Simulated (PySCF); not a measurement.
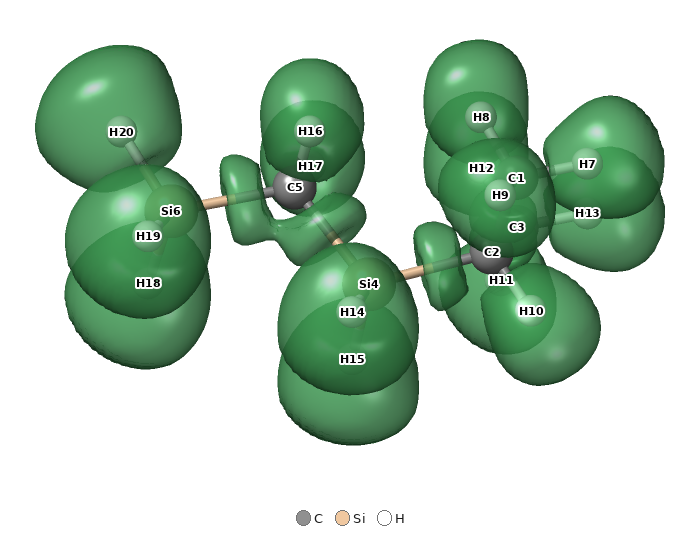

Figure 1: C$_{4}$H$_{14}$Si$_{2}$ (SMILES CC(C)[SiH2]C[SiH3]). Isosurface of the ELF at 0.75 (green), seen from one side. Only the valence region is drawn (cores and ρ < 0.01 e/Å³ removed).

Geometry: GFN2-xTB.

All numbers below come from PBE0/pcSseg-1, SCF density, gas phase, non-relativistic in PySCF.

Input

```
{"job": {"kind": "nmr", "xc": "PBE0", "basis": "pcSseg-1"}, "charge": 0, "multiplicity": 1}
C     -1.864418    -1.374878    -0.076463
C     -1.576626     0.033818     0.436317
C     -1.966264     1.063249    -0.621358
Si     0.243572     0.234363     0.993638
C      1.438173    -0.042748    -0.456379
Si     3.276045     0.129428    -0.019057
H     -2.919214    -1.487482    -0.326934
H     -1.283999    -1.581503    -0.973697
H     -1.610857    -2.120622     0.674028
H     -2.212290     0.202970     1.312329
H     -1.787543     2.074733    -0.262785
H     -1.387165     0.915289    -1.530924
H     -3.021614     0.973447    -0.878430
H      0.508672    -0.745312     2.056920
H      0.412951     1.591796     1.531545
H      1.271684    -1.036628    -0.872701
H      1.202756     0.662155    -1.254177
H      3.544611     1.478708     0.480245
H      3.638252    -0.852901     1.003610
H      4.088126    -0.107204    -1.218762
```

Run with:

```sh
OMP_NUM_THREADS=1 python probes_run.py task.json out
```

### Identify the bonds, lone pairs and shells in this picture.

The ELF exceeds this value in two regions between bonded C–C atoms (shared pairs), one region between bonded C–Si atoms (shared pairs), 14 regions around hydrogen nuclei and one region on C in which the atom's valence shell and bonds are merged.

Values along the shortest contacts:
C–C (1.53 Å): the ELF peaks at about 0.95 between the atoms, as expected for a covalent bond. C–Si (1.90 Å): the ELF peaks at about 0.95 between the atoms: localised, covalent bonding.
